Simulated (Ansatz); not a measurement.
**Mg3Mn3VSb, from a guessed structure to a relaxed one**

Starting from a made-up structure for Mg3Mn3VSb, the aim is the relaxed cell, its shortest contacts and, where a second run follows, its electronic structure.

Program: Ansatz 0.2.0. Level of theory: DFT, PBE, plane-wave PAW, files of the set soft_1, scalar-relativistic, ferromagnetic start, cell and ions relaxed at zero pressure; PAW set soft_1. Results are calculated unless marked as measured.

## (1) Starting point

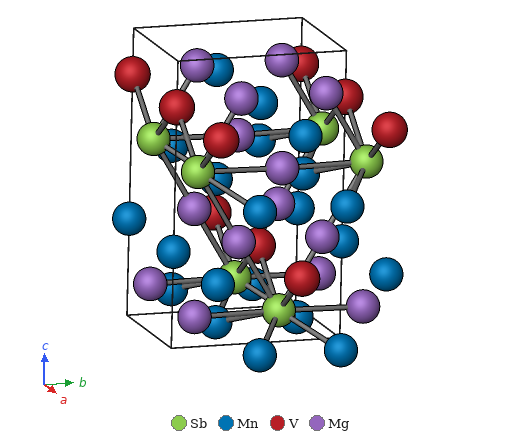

Start, viewed slightly off an axis; antimony green, manganese blue, vanadium red, magnesium purple. 2×1×1 cells are drawn. This picture shows the conventional cell, with its axes. Some periodic images of atoms are drawn too.

## (2) Relaxation of the guess

The guessed cell has no reason to be at equilibrium. It is relaxed with the atoms, within the space group of the guess.

input.yaml reads:

```yaml
crystal:
  lattice:
    - [4.662, 0.0, 0.0]
    - [0.0, 3.0245, 5.034]
    - [0.0, -3.0245, 5.034]
  atoms:
    - { symbol: Sb, position: [0.5, 0.6715, 0.6715] }
    - { symbol: Mn, position: [0.0, 0.336, 0.336], spin: 4.0 }
    - { symbol: Mn, position: [0.0, 0.822, 0.3404], spin: 4.0 }
    - { symbol: Mn, position: [0.0, 0.3404, 0.822], spin: 4.0 }
    - { symbol: V, position: [0.0, 0.8393, 0.8393], spin: 2.0 }
    - { symbol: Mg, position: [0.5, 0.1665, 0.1665] }
    - { symbol: Mg, position: [0.5, 0.67, 0.1668] }
    - { symbol: Mg, position: [0.5, 0.1668, 0.67] }
magnetization:
  spin_polarized: true
kpoints:
  mp_grid: { grid: [6, 5, 5] }
scf:
  occupations: { method: fermi_dirac, width: 0.05 }
hamiltonian:
  xc: pbe
  pseudopotentials: { kind: paw, azcp: { folder: soft_1 } }
relax:
  f_tol: 0.015
  max_steps: 70
  cell: {}
output:
  forces: true
  stress: true
```

On the command line:

```sh
$ ansatz run input.yaml --threads 4 --pin off --max-ram 10240MiB --backend cpu --events-out ev --progress --plain --runs-dir out
```

Numbers of over 12 decimals in the logs are rounded to 6 here.

The program printed:

```text
Engine: ansatz 0.2.0, aarch64-unknown-linux-gnu
Pseudopotentials: kind: paw
Pseudopotential: Sb, paw, valence charge 15, recommended cutoff 420 eV (normal), soft_1/Sb.paw.azcp
Pseudopotential: Mn, paw, valence charge 15, recommended cutoff 420 eV (normal), soft_1/Mn.paw.azcp
Pseudopotential: V, paw, valence charge 13, recommended cutoff 420 eV (normal), soft_1/V.paw.azcp
Pseudopotential: Mg, paw, valence charge 10, recommended cutoff 420 eV (normal), soft_1/Mg.paw.azcp
Functional definition: PBE
  parameter kappa = 0.804
  parameter beta = 0.066725
  exchange = pbe_x(kappa = kappa, mu = beta*pi^2/3)
  correlation = pbe_c(beta = beta)
Crystal: 8 atoms, lattice volume = 141.961 Å³
Basis set: ecut = 420 eV, 2789 PW (Γ), exchange–correlation on 64×80×80 points (8 copies of the dense FFT grid, shifted against one another)
Bands: 71, of which v1, the nominal top of the filled ones, is band 52 counted from 1 (51 counted from 0)
Symmetry: 4 space group operations
Space group: Amm2 (ITA 38), of the structure as read, at distance tolerance 5.2e-5 Å
Magnetic group: BNS 38.187 (UNI 285), of the structure as read, at distance tolerance 5.2e-5 Å
k-points: 36 of 150 (time reversal used)
Non-local potential: Sb, projectors of the file, l = 0: 2, l = 1: 2, l = 2: 2, l = 3: 1
Non-local potential: Mn, projectors of the file, l = 0: 3, l = 1: 2, l = 2: 3, l = 3: 1
Non-local potential: V, projectors of the file, l = 0: 3, l = 1: 2, l = 2: 3, l = 3: 1
Non-local potential: Mg, projectors of the file, l = 0: 3, l = 1: 2, l = 2: 1
PAW form: soft (Blöchl's): semilocal exchange-correlation on the pseudo side does not see the compensation charge
PAW one-centre angular grid: Sb, 590 points (default); XC on 64 Gauss nodes
PAW one-centre angular grid: Mn, 590 points (default); XC on 64 Gauss nodes
PAW one-centre angular grid: V, 590 points (default); XC on 64 Gauss nodes
PAW one-centre angular grid: Mg, 110 points (default); XC on 64 Gauss nodes
Initial density: superposition of atomic densities (chi_scale 0.1, normalization cell, long waves kept (reshape's long-wave potential 0.01 eV rms))
Starting moments: Σ|m| = 14 μB on 4 of 8 sites
Initial wavefunctions: pseudopotential atomic-orbital guess
Functional: x = pbe(κ = 0.804, μ = 0.219515), c = pbe(β = 0.066725)
SCF iter   1: F=—  HF=-26861.760726 eV  |F-HF|=—  |Δ(HF+E_count)|=         —  Δρ=3.10e-2 (↑2.70e-2 ↓3.10e-2)  dr2=1.07e1  dr2_m=1.18e-1  M=12.335 μB ∫|m|=13.166 μB  β_m=0.30  ethr=3.10e-3  ⟨swp⟩=6.1  Hψ=18849  notcnv=0  defer=18
Mixer restart at iter 1: flushing history
preconditioner: auto → Kerker (q_TF=auto, 2.586 Å⁻¹)  [metal: Δε(μ)=0.003 eV  Ē_g=6.041 eV  σ=0.050 eV  W_gap=0.01  n_scr=44 (ndim 8)  ℏωp=19.0 eV  f_vac=0.000  D(μ)=9.91/eV (n_scr^D=118)]
spin=Collinear: Kerker preconditioning applied to the charge; magnetization (m = ρ↑ − ρ↓) channel mixes plain (no charge-response kernel on spin).
SCF iter   2: F=—  HF=-26862.368569 eV  |F-HF|=—  |Δ(HF+E_count)|=   6.08e-1  Δρ=2.38e-2 (↑1.61e-2 ↓2.38e-2)  dr2=6.43e0  dr2_m=1.05e-1  M=12.146 μB ∫|m|=13.037 μB  β_m=0.62  ethr=3.10e-3  ⟨swp⟩=2.0  Hψ=6998  notcnv=0  defer=465
SCF iter   3: F=—  HF=-26862.282548 eV  |F-HF|=—  |Δ(HF+E_count)|=   8.60e-2  Δρ=1.21e-2 (↑1.04e-2 ↓1.21e-2)  dr2=1.44e0  dr2_m=2.48e-2  M=11.689 μB ∫|m|=12.721 μB  β_m=0.61  ethr=3.10e-3  ⟨swp⟩=2.8  Hψ=7724  notcnv=0  defer=461
SCF iter   4: F=—  HF=-26861.836330 eV  |F-HF|=—  |Δ(HF+E_count)|=   4.46e-1  Δρ=1.06e-2 (↑1.06e-2 ↓4.60e-3)  dr2=1.68e-1  dr2_m=2.91e-2  M=11.286 μB ∫|m|=12.354 μB  β_m=0.78  ethr=1.40e-3  ⟨swp⟩=3.2  Hψ=8256  notcnv=0  defer=440
SCF iter   5: F=—  HF=-26864.988792 eV  |F-HF|=—  |Δ(HF+E_count)|=         —  Δρ=7.98e-2 (↑7.98e-2 ↓7.92e-2)  dr2=1.04e-1  dr2_m=8.17e0  M=7.542 μB ∫|m|=13.196 μB  β_m=1.00  ethr=1.63e-4  ⟨swp⟩=2.1  Hψ=9452  notcnv=0  defer=445
Mixer restart at iter 5: flushing history
SCF iter   6: F=—  HF=-26862.956153 eV  |F-HF|=—  |Δ(HF+E_count)|=    2.03e0  Δρ=6.87e-3 (↑6.87e-3 ↓6.74e-3)  dr2=2.85e-2  dr2_m=5.62e-2  M=7.383 μB ∫|m|=13.720 μB  β_m=0.78  ethr=4.85e-5  ⟨swp⟩=3.5  Hψ=10918  notcnv=0  defer=445
SCF iter   7: F=—  HF=-26862.979072 eV  |F-HF|=—  |Δ(HF+E_count)|=   2.29e-2  Δρ=3.93e-3 (↑3.28e-3 ↓3.93e-3)  dr2=1.19e-2  dr2_m=1.52e-2  M=7.367 μB ∫|m|=13.882 μB  β_m=0.89  ethr=2.77e-5  ⟨swp⟩=2.2  Hψ=8106  notcnv=0  defer=481
SCF iter   8: F=—  HF=-26862.987434 eV  |F-HF|=—  |Δ(HF+E_count)|=   8.36e-3  Δρ=3.45e-3 (↑3.45e-3 ↓1.33e-3)  dr2=2.25e-2  dr2_m=2.06e-3  M=7.387 μB ∫|m|=13.994 μB  β_m=0.67  ethr=1.15e-5  ⟨swp⟩=2.0  Hψ=9745  notcnv=0  defer=490
SCF iter   9: F=—  HF=-26862.983058 eV  |F-HF|=—  |Δ(HF+E_count)|=   4.38e-3  Δρ=4.31e-4 (↑4.31e-4 ↓4.26e-4)  dr2=4.02e-4  dr2_m=1.52e-4  M=7.374 μB ∫|m|=14.014 μB  β_m=0.83  ethr=1.15e-5  ⟨swp⟩=2.0  Hψ=9524  notcnv=0  defer=488
SCF iter  10: F=—  HF=-26862.983181 eV  |F-HF|=—  |Δ(HF+E_count)|=   1.22e-4  Δρ=3.76e-4 (↑1.38e-4 ↓3.76e-4)  dr2=2.95e-4  dr2_m=5.01e-5  M=7.373 μB ∫|m|=14.011 μB  β_m=0.74  ethr=3.91e-7  ⟨swp⟩=2.0  Hψ=8941  notcnv=0  defer=488
[...]
SCF iter  16: F=—  HF=-26862.983180 eV  |F-HF|=—  |Δ(HF+E_count)|=   4.53e-8  Δρ=5.11e-6 (↑2.07e-6 ↓5.11e-6)  dr2=9.24e-8  dr2_m=4.06e-9  M=7.376 μB ∫|m|=14.011 μB  β_m=0.97  ethr=2.28e-10  ⟨swp⟩=2.0  Hψ=5902  notcnv=0  defer=488
SCF iter  17: F=-26862.983180 eV  HF=-26862.983180 eV  |F-HF|=7.43e-9  |Δ(HF+E_count)|=   4.36e-9  Δρ=1.30e-6 (↑6.34e-7 ↓1.30e-6)  dr2=7.81e-9  dr2_m=3.23e-10  M=7.376 μB ∫|m|=14.011 μB  ethr=8.97e-11  ⟨swp⟩=2.0  Hψ=14299  notcnv=0
SCF 1 converged in 17 iterations: F = -26862.983180 eV  dr2 = 7.81e-9
  greatest PAW one-centre occupation: 1.000 electrons in one spin orbital (limit 2), on the Mn atom at site 1 (counted from 0), in its partial waves of l = 1
relax step   1: F+E_penalty+E_count = -26862.98318003 eV  Δ(F+E_penalty+E_count) = +0.000e0 eV  max|allowed force component| = 4.408e-1 eV/Å  Δτ_max = 0.0000 Å  P = -0.992 GPa  Ω = 141.961 Å³  (17 SCF iters, dr2 threshold 1.00e-7 eV, accepted)
[...]
relax step   2: F+E_penalty+E_count = -26863.01333005 eV  Δ(F+E_penalty+E_count) = -3.015e-2 eV  max|allowed force component| = 8.345e-1 eV/Å  Δτ_max = 0.1235 Å  P = +0.941 GPa  Ω = 136.923 Å³  energy of the carried Pulay correction = +2.567e-3 eV  (11 SCF iters, dr2 threshold 8.00e-7 eV, accepted)
[...]
relax step   3: F+E_penalty+E_count = -26863.11918266 eV  Δ(F+E_penalty+E_count) = -1.059e-1 eV  max|allowed force component| = 1.298e-1 eV/Å  Δτ_max = 0.0708 Å  P = -0.234 GPa  Ω = 139.204 Å³  energy of the carried Pulay correction = +1.394e-3 eV  (11 SCF iters, dr2 threshold 8.00e-7 eV, accepted)
[...]
relax step   4: F+E_penalty+E_count = -26863.13057729 eV  Δ(F+E_penalty+E_count) = -1.139e-2 eV  max|allowed force component| = 6.329e-2 eV/Å  Δτ_max = 0.0376 Å  P = -0.223 GPa  Ω = 139.256 Å³  energy of the carried Pulay correction = +1.367e-3 eV  (11 SCF iters, dr2 threshold 8.00e-7 eV, accepted)
[...]
relax step   5: F+E_penalty+E_count = -26863.13304003 eV  Δ(F+E_penalty+E_count) = -2.463e-3 eV  max|allowed force component| = 4.445e-2 eV/Å  Δτ_max = 0.0480 Å  P = +0.082 GPa  Ω = 138.601 Å³  energy of the carried Pulay correction = +1.702e-3 eV  (13 SCF iters, dr2 threshold 2.50e-7 eV, accepted)
[...]
relax step   6: F+E_penalty+E_count = -26863.13348486 eV  Δ(F+E_penalty+E_count) = -4.448e-4 eV  max|allowed force component| = 2.008e-3 eV/Å  Δτ_max = 0.0136 Å  P = +0.007 GPa  Ω = 138.784 Å³  energy of the carried Pulay correction = +1.608e-3 eV  (10 SCF iters, dr2 threshold 1.24e-7 eV, accepted)
[...]
relax step   7: F+E_penalty+E_count = -26863.13194415 eV  Δ(F+E_penalty+E_count) = +1.541e-3 eV  max|allowed force component| = 2.180e-3 eV/Å  Δτ_max = 0.0000 Å  P = +0.007 GPa  Ω = 138.784 Å³  stress off target by 2.27e-2 GPa  SCF on the basis re-selected at this cell (its energy is not comparable with the rows above)  (12 SCF iters)
basis re-selected at this cell: Δ(F+E_penalty+E_count) = +1.541e-3 eV, ΔP = -0.000 GPa vs the last step (what re-selecting the basis moved, of the pressure what is left beyond the Pulay correction that the steps carried, after the strain that the cell walked since its last selection, with what the two solves' SCF thresholds leave and, on support functions, any second-order correction that the steps lacked; it is no m [...]
SCF converged after 12 iterations
Magnetization: 7.0956 μB (55.0478 up, 47.9522 down)
Absolute magnetization: 13.5793 μB (∫|ρ↑−ρ↓|, with the PAW one-centre terms)
Spin contamination: 2.7286 ħ² per cell (⟨S²⟩ above its minimum at these occupations)
Per-site moments (μB) at R_I (Å): [(-0.012407, 1.208599), (3.469645, 1.180367), (3.230625, 1.108069), (3.230625, 1.108069), (-2.198492, 1.108069), (-0.074859, 1.180169), (-0.066230, 1.164180), (-0.066230, 1.164180)]
Free energy (F): -26863.131944 eV
Harris-Foulkes:  -26863.131944 eV  (|F-HF|=3.64e-12)
Internal energy: -26863.100790 eV  (E = F + TS)
E sigma→0 (E₀):  -26863.116367 eV
Entropy (-TS):   -0.031154 eV (-3.894 meV/atom)
Fermi energy:    11.515713 eV
--- Per-component energies (eV) ---
  E_band       = -2107.123136
  E_kinetic    = 1615.250362
  E_local      = -14249.519209  (includes V_loc(G=0)·N_el)
  E_nonlocal   = 2445.564414
  E_hartree    = 5296.667441
  E_xc         = -616.479677
  E_vxc        = -751.727437  (∫ρ·V_xc dr)
  E_paw        = -10562.260688  (= ΣΔE_a)
  E_vpaw       = -1760.027429  (= ΣTr[D̂ρ^β])
  E_aug_tail   = 0.001039  (compensation charges beyond the density's cutoff)
  E_ewald      = -10792.324471
  E_smearing   = -0.031154  (= −TS)
  E_closure    = 0.000000  (closes the sum)
  Σ components = -26863.131944   (vs F -26863.131944, Δ=0.00e0)
--- Forces (eV/Å), atoms counted from 1 ---
  atom   1  Sb    -0.00000000     0.00000000     0.00171217
  atom   2  Mn     0.00000000     0.00000000    -0.00218052
  atom   3  Mn     0.00000000    -0.00075479     0.00086153
  atom   4  Mn    -0.00000000     0.00075479     0.00086153
  atom   5  V     -0.00000000     0.00000000    -0.00173952
  atom   6  Mg    -0.00000000     0.00000000    -0.00008415
  atom   7  Mg     0.00000000    -0.00019175     0.00028421
  atom   8  Mg    -0.00000000     0.00019175     0.00028421
  max |Σ_I F_I| component: 5.45e-7 eV/Å
--- Stress (GPa, compression-positive) ---
       -0.000466      -0.000000      -0.000000
       -0.000000      -0.002296      -0.000000
       -0.000000      -0.000000       0.022680
  P = ⅓ Tr σ = 0.0066 GPa (0.066 kbar)
--- Relaxed structure (6 steps of the walk, 6 accepted, 1 SCFs on fresh bases) ---
  F+E_penalty+E_count = -26863.13194415 eV   max|allowed force component| = 2.180e-3 eV/Å   (the final SCF, on the basis selected at the relaxed cell)
  cell:  # Å, volume = 138.7840 Å³
    - [4.643076, 0.0, 0.0]
    - [0.0, 2.942768, 5.078643]
    - [0.0, -2.942768, 5.078643]
  atoms:
    - { symbol: Sb, position: [0.500000, 0.670993, 0.670993] }
    - { symbol: Mn, position: [0.0, 0.332724, 0.332724] }
    - { symbol: Mn, position: [0.0, 0.839724, 0.313261] }
    - { symbol: Mn, position: [0.0, 0.313261, 0.839724] }
    - { symbol: V, position: [0.0, 0.850398, 0.850398] }
    - { symbol: Mg, position: [0.500000, 0.167474, 0.167474] }
    - { symbol: Mg, position: [0.500000, 0.661123, 0.176805] }
    - { symbol: Mg, position: [0.500000, 0.176805, 0.661123] }
```

Wall time 3.4 min (4 threads of Arm Neoverse V1, shared host); peak memory 0.89 GiB; 13 min of CPU time.

Step by step:

```csv
step,energy less that of the first step (eV),largest force component (eV/Å),pressure (GPa),volume (Å³)
1,0.0000,0.4408,-0.99,141.96
2,-0.0302,0.8345,0.94,136.92
3,-0.1360,0.1298,-0.23,139.20
4,-0.1474,0.0633,-0.22,139.26
5,-0.1499,0.0445,0.08,138.60
6,-0.1503,0.0020,0.01,138.78
7*,-0.1488,0.0022,0.01,138.78
```

Relaxation steps marked * repeat the geometry before them on a plane-wave basis chosen anew for their cell, so energy and pressure can jump there.

Forces are held to the 4 operations that the run works with; a distortion that breaks them can't arise in this run.

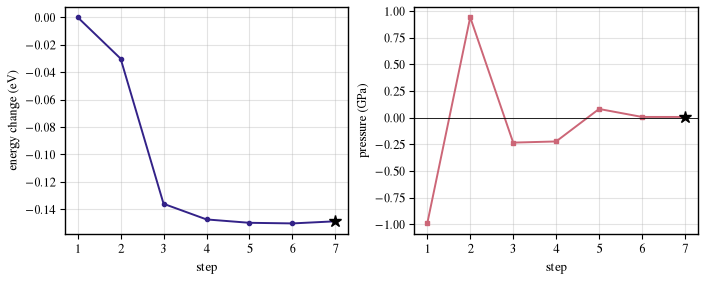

Energy and pressure along the relaxation. Stars mark steps on a basis chosen anew.

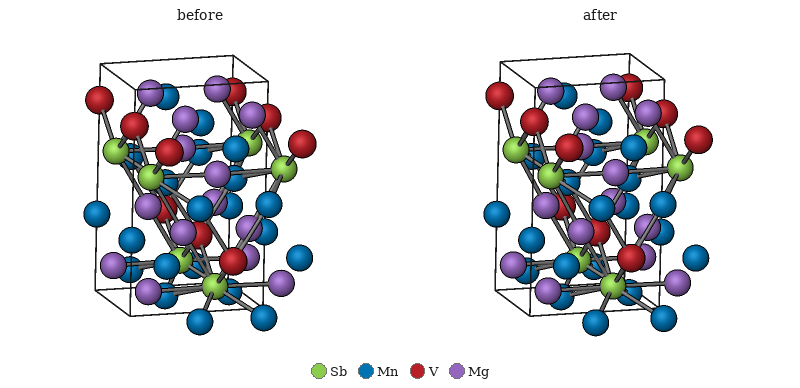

The structure before and after the relaxation, drawn at the same scale.

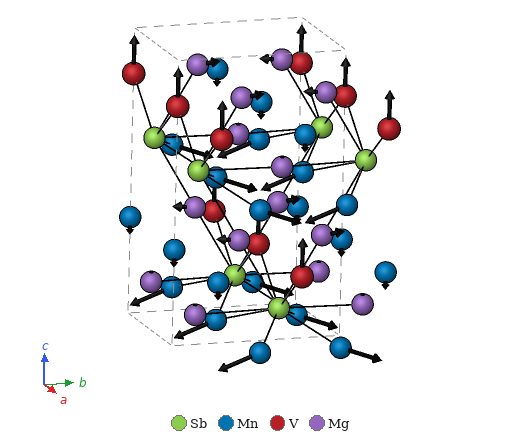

Displacements in the relaxation, exaggerated, measured against the changing cell; the longest in the cell stands for 0.14 Å. 2×1×1 conventional cells are drawn. Some periodic images of atoms are drawn too.

```csv
"conventional cell, symmetrised",before,after,change
a (Å),4.662,4.643,-0.4 %
b (Å),6.049,5.886,-2.7 %
c (Å),10.068,10.157,+0.9 %
volume (Å³/atom),17.75,17.35,-2.2 %
```

The atoms that moved most (Å, as changes of fractional coordinates times the final cell):

```csv
atom,dx,dy,dz,length
Mn3,0.000,0.132,-0.048,0.140
Mn4,0.000,-0.132,-0.048,0.140
V5,0.000,0.000,0.113,0.113
Mg7,0.000,-0.056,0.006,0.056
Mg8,0.000,0.056,0.006,0.056
Mn2,0.000,0.000,-0.033,0.033
Mg6,0.000,0.000,0.010,0.010
Sb1,0.000,0.000,-0.005,0.005
```

Final coordinates:

```cif
data_structure
_symmetry_space_group_name_H-M 'P 1'
_symmetry_Int_Tables_number 1
_cell_length_a 4.6431
_cell_length_b 5.8696
_cell_length_c 5.8696
_cell_angle_alpha 60.179
_cell_angle_beta 90.000
_cell_angle_gamma 90.000
_cell_volume 138.78
loop_
_atom_site_label
_atom_site_type_symbol
_atom_site_fract_x
_atom_site_fract_y
_atom_site_fract_z
_atom_site_occupancy
Sb1 Sb 0.50000 0.67099 0.67099 1
Mn2 Mn 0.00000 0.33272 0.33272 1
Mn3 Mn 0.00000 0.83972 0.31326 1
Mn4 Mn 0.00000 0.31326 0.83972 1
V5 V 0.00000 0.85040 0.85040 1
Mg6 Mg 0.50000 0.16747 0.16747 1
Mg7 Mg 0.50000 0.66112 0.17680 1
Mg8 Mg 0.50000 0.17680 0.66112 1
```

This step gave:

```
free energy             : -26863.1319 eV
energy at zero smearing : -26863.1164 eV
smearing term TS        : 0.03115 eV
Fermi energy            : 11.52 eV
magnetization           : 7.096 μB
absolute magnetization  : 13.58 μB
site moments            : -0.01241, 3.470, 3.231, 3.231, -2.198, -0.07486, -0.06623, -0.06623 μB
electrons               : 103
symmetry operations     : 4
pressure                : 0.006639 GPa
```

Site moment by atom:

```csv
atom,site moment (μB)
Sb1,-0.01
Mn2,3.47
Mn3,3.23
Mn4,3.23
V5,-2.20
Mg6,-0.07
Mg7,-0.07
Mg8,-0.07
```

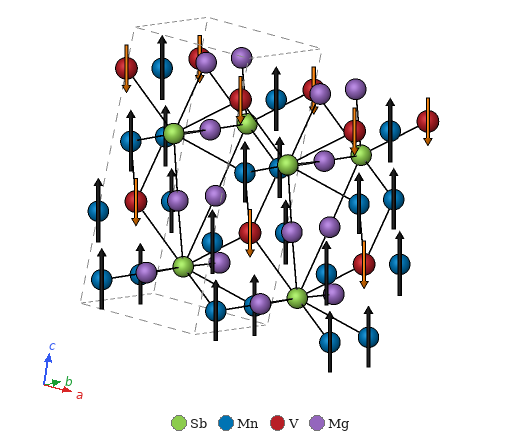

Site moment as arrows, the longest 3.47 μB. Up and down stand for the sign. Arrows give size and sign along the axis of quantisation, drawn up and down the page. The two directions have two colours. 2×1×1 conventional cells are drawn. Some periodic images of atoms are drawn too.

The shortest distance of each pair, which need not be the same contact before and after:

```csv
pair,guess (Å),relaxed (Å)
Mn–V,2.897,2.686
Mn–Mn,2.866,2.787
Mg–Mn,2.850,2.822
Mg–Mg,2.915,2.850
Mg–V,2.885,2.860
```

The relaxation ends with a largest force component of 0.0022 eV/Å and a pressure of 0.01 GPa.

## (3) What came out

| Item | Value |
| --- | --- |
| space group, relaxed | Amm2 |
| conventional cell | a = 4.643, b = 5.886, c = 10.157 Å; α = 90.0°, β = 90.0°, γ = 90.0° |
| volume per atom | 17.35 Å³ (guess 17.75) |
| total moment | 7.10 μB in the cell of 8 atoms |

In words: Mg3Mn3VSb relaxes to Amm2 with a = 4.643, b = 5.886 and c = 10.157 Å. The guessed volume was 2 % too large. The space group Amm2 was held in the relaxation, so the end point is a stationary structure within it and may be a saddle against distortions or other arrangements. The input starts from parallel moments, and no other start was typed; the run left that order, and the end state is ferrimagnetic. Mesh and cutoff weren't tested. Spin-orbit coupling is left out, which can matter for elements this heavy. No dispersion term is used, so weakly bound directions may come out too long. Nothing here tests whether the compound is stable against decomposition.

[Logs are printed without paths, hosts, clocks, repeated set-up lines and the standing remarks that a program may print on its own settings, such as how far it seeks lower states.]

[Hosts, paths, dates, database ids (printed as entryN), source tags and the programs' standing remarks are cut or masked in the printed files.]
